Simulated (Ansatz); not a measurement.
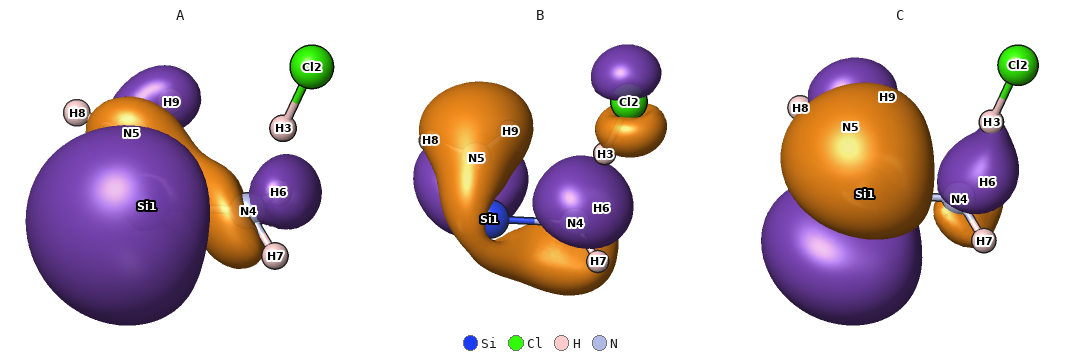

The picture shows: H4N2Si···HCl. Three frontier orbitals at ±0.08 Å⁻³ᐟ² (orange and purple are the two phases), in no order.

The product side of a reaction path; geometry: PBE0-D4/def2-TZVP.

Method: RKS PBE0-D4/def2-TZVPP in Ansatz.

| atom | x (Å) | y (Å) | z (Å) |
| --- | --- | --- | --- |
| Si | 1.1271 | 0.8982 | -0.1709 |
| Cl | -0.5223 | -2.6609 | -1.0501 |
| H | 0.0174 | -1.7286 | -0.2912 |
| N | 0.5713 | -0.3834 | 0.8820 |
| N | -0.3879 | 1.5648 | -0.5892 |
| H | -0.3204 | -0.3720 | 1.3618 |
| H | 1.2615 | -0.8727 | 1.4333 |
| H | -0.4430 | 2.3273 | -1.2450 |
| H | -1.3037 | 1.2272 | -0.3307 |

> Which picture is the HOMO−1, the HOMO and the LUMO?

B is the HOMO−1 (−8.06 eV). Its weight (Hirshfeld) is mainly on N5 (about 45 %), N4 (about 25 %) and Si1 (about 15 %). A is the HOMO (−6.89 eV). It lies mainly on Si1 (about 75 %), N4 (about 10 %) and N5 (about 10 %). C is the LUMO (−1.00 eV). By Hirshfeld shares it lies mainly on Si1 (about 75 %), N5 (about 10 %) and N4 (about 5 %).

> What is the HOMO–LUMO gap?

5.89 eV between the orbital energies.
